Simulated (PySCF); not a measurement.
# Mending a single-point calculation on InS

System: InS, multiplicity 2.
Method of run 1: ROHF/lanl2dz (PySCF 2.14.0).

Some settings of this run were made unusual or wrong on purpose. Text and figures count atoms from 1; the logs count them from 0 in places.

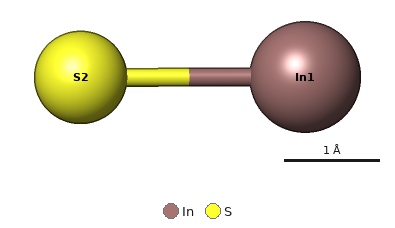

Figure 1. The structure as given in the input (ball-and-stick view, seen on its broad side; atoms are numbered from 1 in the order of the input). Sticks mark near contacts.

## Input file, run 1
```python
from pyscf import gto, scf

mol = gto.M(
    atom='In 0 0 0; S 0 0 2.375',
    basis='lanl2dz',
    ecp={'In': 'lanl2dz', 'S': 'lanl2dz'},
    charge=0,
    spin=1,
    verbose=4,
)
mf = scf.ROHF(mol)
mf.conv_tol = 0.001
mf.kernel()
mf.mulliken_pop()
mf.dip_moment()
print('orbital energies (hartree):', mf.mo_energy[..., max(0, mol.nelec[1]-3):mol.nelec[0]+3].round(4))
```

Launched with:
```bash
OMP_NUM_THREADS=1 python input.py
```

Hardware: 1 CPU thread, shared host.

## Output (run 1)
```
PySCF version 2.14.0

[INPUT] verbose = 4
[INPUT] num. atoms = 2
[INPUT] num. electrons = 9
[INPUT] charge = 0
[INPUT] spin (= nelec alpha-beta = 2S) = 1
[INPUT] symmetry False subgroup None
[INPUT] Mole.unit = angstrom
[INPUT] Symbol           X                Y                Z      unit          X                Y                Z       unit  Magmom
[INPUT]  1 In     0.000000000000   0.000000000000   0.000000000000 AA    0.000000000000   0.000000000000   0.000000000000 Bohr   0.0
[INPUT]  2 S      0.000000000000   0.000000000000   2.375000000000 AA    0.000000000000   0.000000000000   4.488099545842 Bohr   0.0

nuclear repulsion = 4.01060623013053
number of shells = 8
number of NR pGTOs = 24
number of NR cGTOs = 16
basis = lanl2dz
ecp = {'In': 'lanl2dz', 'S': 'lanl2dz'}

******** <class 'pyscf.scf.rohf.ROHF'> ********
method = ROHF
initial guess = minao
damping factor = 0
level_shift factor = 0
DIIS = <class 'pyscf.scf.diis.CDIIS'>
diis_start_cycle = 1
diis_space = 8
diis_damp = 0
SCF conv_tol = 0.001
SCF conv_tol_grad = None
SCF max_cycles = 50
direct_scf = True
direct_scf_tol = 1e-13
num. doubly occ = 4  num. singly occ = 1
Set gradient conv threshold to 0.0316228
init E= -1.31021329191534
  HOMO = -0.00406768164904658  LUMO = 0.0932384618905646  gap/eV = 2.64784
cycle= 1 E= -11.6549870377968  delta_E= -10.3  |g|= 0.37  |ddm|= 2.68
  HOMO = -0.240215503422422  LUMO = 0.00198281634482988  gap/eV = 6.59055
cycle= 2 E= -11.6882281268595  delta_E= -0.0332  |g|= 0.104  |ddm|= 0.431
  HOMO = -0.186112959992576  LUMO = 0.0112398102134491  gap/eV = 5.37024
cycle= 3 E= -11.692983261709  delta_E= -0.00476  |g|= 0.0747  |ddm|= 0.201
  HOMO = -0.195650892060194  LUMO = 0.0170714457046673  gap/eV = 5.78847
cycle= 4 E= -11.6966045176977  delta_E= -0.00362  |g|= 0.0112  |ddm|= 0.0777
  HOMO = -0.193246879109483  LUMO = 0.0170883089500511  gap/eV = 5.72351
cycle= 5 E= -11.6973247159724  delta_E= -0.00072  |g|= 0.009  |ddm|= 0.0519
  HOMO = -0.195201674733281  LUMO = 0.0176685438477946  gap/eV = 5.79249
Extra cycle  E= -11.697581425934  delta_E= -0.000257  |g|= 0.00552  |ddm|= 0.0274
converged SCF energy = -11.697581425934
 ** Mulliken pop  **
pop of  0 In 5s           0.38111
pop of  0 In 6s           1.42803
pop of  0 In 5px          0.09182
pop of  0 In 5py          0.09182
pop of  0 In 5pz          0.26904
pop of  0 In 6px          0.06762
pop of  0 In 6py          0.06762
pop of  0 In 6pz          0.05454
pop of  1 S 3s            1.03670
pop of  1 S 4s            0.90147
pop of  1 S 3px           0.82669
pop of  1 S 3py           0.82669
pop of  1 S 3pz           0.47058
pop of  1 S 4px           1.01387
pop of  1 S 4py           1.01387
pop of  1 S 4pz           0.45853
 ** Mulliken atomic charges  **
charge of    0In =      0.54841
charge of    1S =     -0.54841
Dipole moment(X, Y, Z, Debye):  0.00000, -0.00000, -5.25235
orbital energies (hartree): [-0.433  -0.3394 -0.3394 -0.1952  0.0177  0.0177  0.1017]
```

**Diagnose this run and give a change of the input that cures it.**

Some settings of this run were drawn to be unusual or wrong. It converged; results that depend on the unusual settings are not reference values.

A run of the same system that converges differs from this input as follows (lines with − go, lines with + come):
```diff
-mf.conv_tol = 0.001
```

## Output, shortened to warnings, some set-up lines, iterations and results (run 2)
```
[...]
cycle= 1 E= -11.6549870377968  delta_E= -10.3  |g|= 0.37  |ddm|= 2.68
cycle= 2 E= -11.6882281268595  delta_E= -0.0332  |g|= 0.104  |ddm|= 0.431
cycle= 3 E= -11.692983261709  delta_E= -0.00476  |g|= 0.0747  |ddm|= 0.201
cycle= 4 E= -11.6966045176977  delta_E= -0.00362  |g|= 0.0112  |ddm|= 0.0777
cycle= 5 E= -11.6973247159724  delta_E= -0.00072  |g|= 0.009  |ddm|= 0.0519
cycle= 6 E= -11.6977782457333  delta_E= -0.000454  |g|= 0.00442  |ddm|= 0.0531
cycle= 7 E= -11.6979398090504  delta_E= -0.000162  |g|= 0.000762  |ddm|= 0.0514
cycle= 8 E= -11.6979401072853  delta_E= -2.98e-07  |g|= 0.000298  |ddm|= 0.00255
cycle= 9 E= -11.6979408514159  delta_E= -7.44e-07  |g|= 2.15e-05  |ddm|= 0.00348
cycle= 10 E= -11.6979408524713  delta_E= -1.06e-09  |g|= 5.08e-06  |ddm|= 6.73e-05
cycle= 11 E= -11.6979408526412  delta_E= -1.7e-10  |g|= 1.28e-06  |ddm|= 4.28e-05
  HOMO = -0.195765979972468  LUMO = 0.0178495276217273  gap/eV = 5.81277
Extra cycle  E= -11.6979408526462  delta_E= -4.95e-12  |g|= 1.07e-06  |ddm|= 4.33e-06
converged SCF energy = -11.6979408526462
 ** Mulliken pop  **
pop of  0 In 5s           0.38670
pop of  0 In 6s           1.46046
pop of  0 In 5px          0.08756
pop of  0 In 5py          0.08756
pop of  0 In 5pz          0.24664
pop of  0 In 6px          0.06391
pop of  0 In 6py          0.06391
pop of  0 In 6pz          0.05320
pop of  1 S 3s            1.03481
pop of  1 S 4s            0.89984
pop of  1 S 3px           0.82961
pop of  1 S 3py           0.82961
pop of  1 S 3pz           0.47181
pop of  1 S 4px           1.01891
pop of  1 S 4py           1.01891
pop of  1 S 4pz           0.44653
 ** Mulliken atomic charges  **
charge of    0In =      0.55004
charge of    1S =     -0.55004
Dipole moment(X, Y, Z, Debye):  0.00000, -0.00000, -4.99427
orbital energies (hartree): [-0.4286 -0.3405 -0.3405 -0.1958  0.0178  0.0178  0.1008]
```

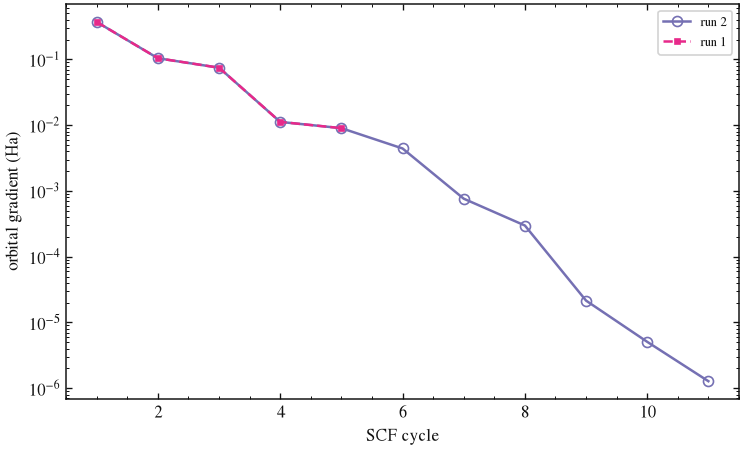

Figure 2. Convergence of the two runs: orbital gradient against the SCF cycle. Run 2 takes 11 cycles in all, and run 1 takes 5.

## The two runs side by side

| quantity | run 1 | run 2 |
| --- | --- | --- |
| outcome | converged | converged |
| SCF energy (hartree) | −11.697581 | −11.697941 |
| dipole moment (D) | 5.25 | 4.99 |
| SCF iterations | 5 | 11 |

Run 2 ends 0.23 kcal/mol lower: the change has altered the solution reached or how tightly it is converged. The dipole moment goes from 5.25 to 4.99 D. The SCF takes 11 iterations against 5.
